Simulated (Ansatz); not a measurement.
# Two runs on C₁₀H₄Cl₃F₁₇Si

System: C₁₀H₄Cl₃F₁₇Si, SMILES FC(F)(F)C(F)(F)C(F)(F)C(F)(F)C(F)(F)C(F)(F)C(F)(F)C(F)(F)CC[Si](Cl)(Cl)Cl.
Method of the first run: RKS PBE with 10 % exact exchange/def2-SVP (Ansatz 0.2.0).

The geometry comes from this level: PBE-D4/def2-SVP. Text and figures count atoms from 1; the logs count them from 0 in places.

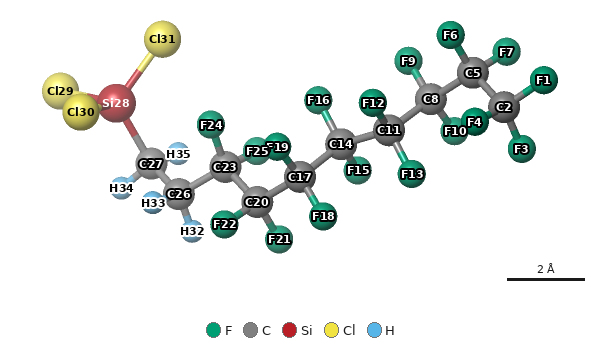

The structure as given in the input (ball-and-stick view, seen at a tilt; atoms are numbered from 1 in the order of the input). Bond lengths as drawn: Cl–Si 2.06 to 2.07 Å, C–C 1.52 to 1.57 Å, C–F 1.34 to 1.37 Å, C–H 1.11 Å and C–Si 1.88 Å.

## Input file, the first run
```yaml
crystal:
  periodic: [false, false, false]
  atoms:
    - {symbol: F, position_ang: [6.551696, 2.315476, -0.275918]}
    - {symbol: C, position_ang: [5.503276, 1.484629, -0.173311]}
    - {symbol: F, position_ang: [5.814840, 0.318076, -0.759200]}
    - {symbol: F, position_ang: [5.248799, 1.272577, 1.128006]}
    - {symbol: C, position_ang: [4.272945, 2.141946, -0.870874]}
    - {symbol: F, position_ang: [3.901896, 3.218879, -0.142511]}
    - {symbol: F, position_ang: [4.679942, 2.557136, -2.095979]}
    - {symbol: C, position_ang: [3.008247, 1.242793, -1.126036]}
    - {symbol: F, position_ang: [2.084771, 2.065091, -1.679861]}
    - {symbol: F, position_ang: [3.340802, 0.288428, -2.023854]}
    - {symbol: C, position_ang: [2.404133, 0.541660, 0.140030]}
    - {symbol: F, position_ang: [2.341683, 1.428168, 1.161686]}
    - {symbol: F, position_ang: [3.248959, -0.466260, 0.469732]}
    - {symbol: C, position_ang: [0.966879, -0.041958, -0.091737]}
    - {symbol: F, position_ang: [1.024161, -0.898709, -1.140246]}
    - {symbol: F, position_ang: [0.132606, 0.983055, -0.383115]}
    - {symbol: C, position_ang: [0.374648, -0.784746, 1.155063]}
    - {symbol: F, position_ang: [1.297965, -1.649225, 1.647175]}
    - {symbol: F, position_ang: [0.090520, 0.133983, 2.103522]}
    - {symbol: C, position_ang: [-0.912767, -1.653481, 0.894811]}
    - {symbol: F, position_ang: [-0.561444, -2.726497, 0.142548]}
    - {symbol: F, position_ang: [-1.292738, -2.100059, 2.125416]}
    - {symbol: C, position_ang: [-2.147357, -0.975032, 0.232885]}
    - {symbol: F, position_ang: [-2.354024, 0.228445, 0.852928]}
    - {symbol: F, position_ang: [-1.832103, -0.721329, -1.074686]}
    - {symbol: C, position_ang: [-3.397257, -1.836869, 0.315670]}
    - {symbol: C, position_ang: [-4.569260, -1.298329, -0.513580]}
    - {symbol: Si, position_ang: [-5.412317, 0.294272, 0.033826]}
    - {symbol: Cl, position_ang: [-7.338778, 0.261869, -0.726586]}
    - {symbol: Cl, position_ang: [-5.526203, 0.372315, 2.097919]}
    - {symbol: Cl, position_ang: [-4.497976, 1.997897, -0.682832]}
    - {symbol: H, position_ang: [-3.119823, -2.849631, -0.040522]}
    - {symbol: H, position_ang: [-3.668509, -1.927481, 1.385492]}
    - {symbol: H, position_ang: [-5.384218, -2.052100, -0.510419]}
    - {symbol: H, position_ang: [-4.273985, -1.164989, -1.575474]}
basis:
  gaussian: {orbitals: def2-SVP, fitting: {mean_field: def2-universal-jkfit}, initial_orbitals: start.molden}
hamiltonian: {xc: {text: "exchange = 0.90*pbe_x + 0.10*exact_x\ncorrelation = pbe_c"}}
scf: {omitted_lower_state_checks: [starts]}
output: {orbitals: {seedname: orbitals}}
```

Launched with:
```bash
ansatz run in.yaml --threads 2 --pin off --events-out ev --progress --plain --max-ram 22528MiB --backend cuda --devices 0, --max-vram 18GiB
```

Hardware: 2 CPU threads, shared host.

## Output (the first run)
```
Functional definition: unnamed
  exchange = 0.90*pbe_x + 0.10*exact_x
  correlation = pbe_c
these checks for a lower state are left out or cut short: starts
2643 factors; integrals over basis functions are off by at most 2.1e-1 eV
mean field evaluation 1: about -101939.6140 eV, gradient 2.5e1 eV
mean field evaluation 2: about -101940.7863 eV, gradient 8.5e-1 eV
mean field evaluation 4: about -101940.7785 eV, gradient 1.0e-1 eV
mean field evaluation 8: about -101940.7786 eV, gradient 2.2e-5 eV
mean field -101940.77857256 eV, -3746.2545146001 hartree, gradient 2.2e-5 eV, S^2 0.000000; 0 other end points of the search recorded, 0 dependent functions left out
reference -101940.77861248 eV, -3746.2545160671 hartree; 141, 141 occupied and 329, 329 virtual orbitals, 2643 factors
Total energy: -101940.77861248 eV, -3746.2545160671 hartree
Checks for a lower state left out: starts
```

For the second run the input was changed thus:
```diff
-hamiltonian: {xc: {text: "exchange = 0.90*pbe_x + 0.10*exact_x\ncorrelation = pbe_c"}}
+hamiltonian: {xc: {text: "exchange = 0.95*pbe_x + 0.05*exact_x\ncorrelation = pbe_c"}}
```

What does this change do to the results?

The total energies belong to different methods, so their difference says nothing on which is more stable or more accurate. The HOMO goes from −8.25 to −7.95 eV. The LUMO goes from −0.79 to −0.96 eV.

## Output (the second run)
```
Functional definition: unnamed
  exchange = 0.95*pbe_x + 0.05*exact_x
  correlation = pbe_c
these checks for a lower state are left out or cut short: starts
2643 factors; integrals over basis functions are off by at most 2.1e-1 eV
mean field evaluation 1: about -101938.7349 eV, gradient 2.6e1 eV
mean field evaluation 2: about -101940.0318 eV, gradient 9.5e-1 eV
mean field evaluation 4: about -101940.0250 eV, gradient 1.1e-1 eV
mean field evaluation 8: about -101940.0251 eV, gradient 2.5e-5 eV
mean field -101940.02505009 eV, -3746.2268231600 hartree, gradient 2.5e-5 eV, S^2 0.000000; 0 other end points of the search recorded, 0 dependent functions left out
reference -101940.02509222 eV, -3746.2268247084 hartree; 141, 141 occupied and 329, 329 virtual orbitals, 2643 factors
Total energy: -101940.02509222 eV, -3746.2268247084 hartree
Checks for a lower state left out: starts
```

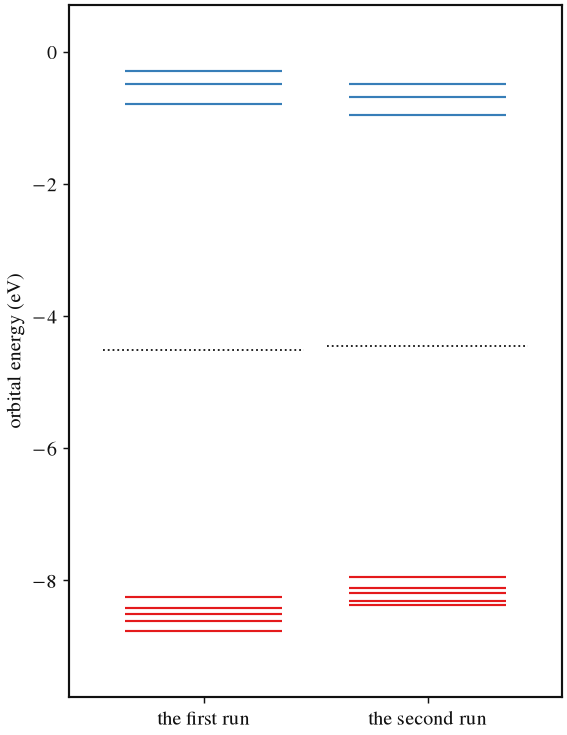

The five highest filled and three lowest empty orbital energies of the two runs; the dotted lines part filled from empty levels. The HOMO–LUMO gap is 7.46 eV in the first run and 6.98 eV in the second run.

## The two runs side by side

| quantity | the first run | the second run |
| --- | --- | --- |
| outcome | converged | converged |
| total energy (hartree) | −3746.254516 | −3746.226825 |
| HOMO (eV) | −8.25 | −7.95 |
| LUMO (eV) | −0.79 | −0.96 |
| basis functions | 470 | 470 |
| wall time (shared host) | 3.5 s | 3.6 s |
